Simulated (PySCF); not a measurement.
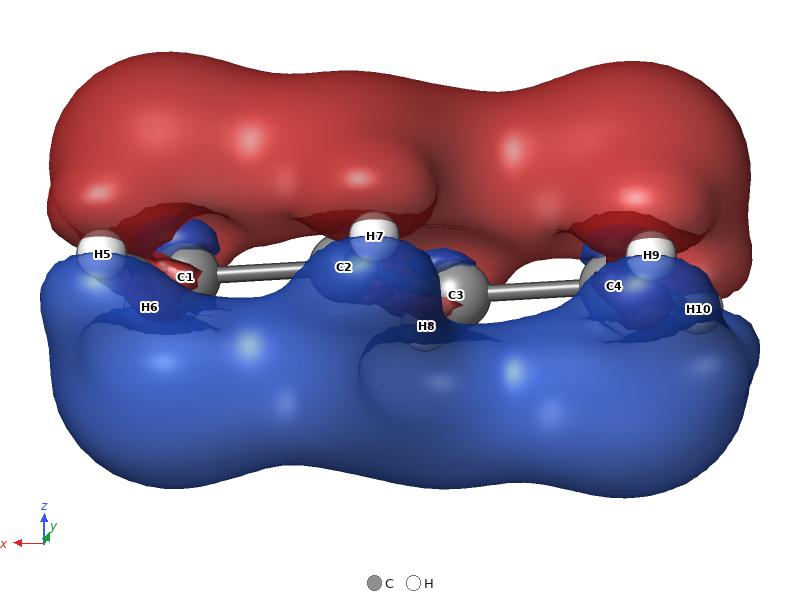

C$_{4}$H$_{6}$, triplet, SMILES `[CH2]/C=C/[CH2]`. Change of the electron density in a uniform field of 0.51 V/Å, surfaces at ±0.0015 e/Å³ (red: gain, blue: loss).

Method: PBE/6-311+G**; geometry: GFN2-xTB; program: PySCF. No frequency check shows the geometry to be a minimum. The basis has diffuse s and p functions alone, which still leaves polarisabilities too small, most of all across bonds. The stability of the open-shell solution wasn't checked. GFN2-xTB doesn't know the spin state, so this open-shell geometry is rough.

The field was applied in both directions; the picture shows the one opposite to the script's first.

Along which Cartesian direction does the field point?

Answer. Along −z: electrons gather on the +z side, against the field.

What dipole is induced, and what polarisability does it imply?

Answer. The induced dipole is 0.93 D (along the field); α along this axis, from the fields in both directions, is 37 bohr³ (5.4 Å³).
